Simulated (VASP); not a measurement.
Band structure of PdIn (CsCl type). Method: PBE GGA with D4 dispersion, VASP's PBE PAW potentials (set 64) (plane waves; VASP).

Unless said otherwise, spin-orbit coupling is left out, though it shifts the bands of the heavy elements here.

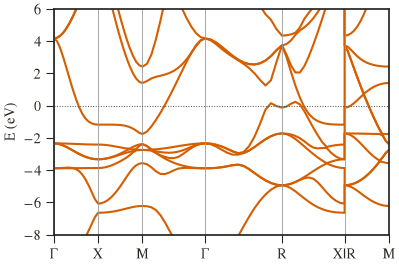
Figure. Bands along high-symmetry lines, zero at the valence-band maximum or, without a gap, the Fermi level

**Question.** Read the plot: is there a gap, and where are the band edges?

**Answer.** It has no gap at this level: it comes out as a metal or semimetal. (Edges off the drawn lines would not show.)

The compound is PdIn in the CsCl type structure. It was relaxed first. The electron count is odd and the run is not spin-polarised, which forces a metal.
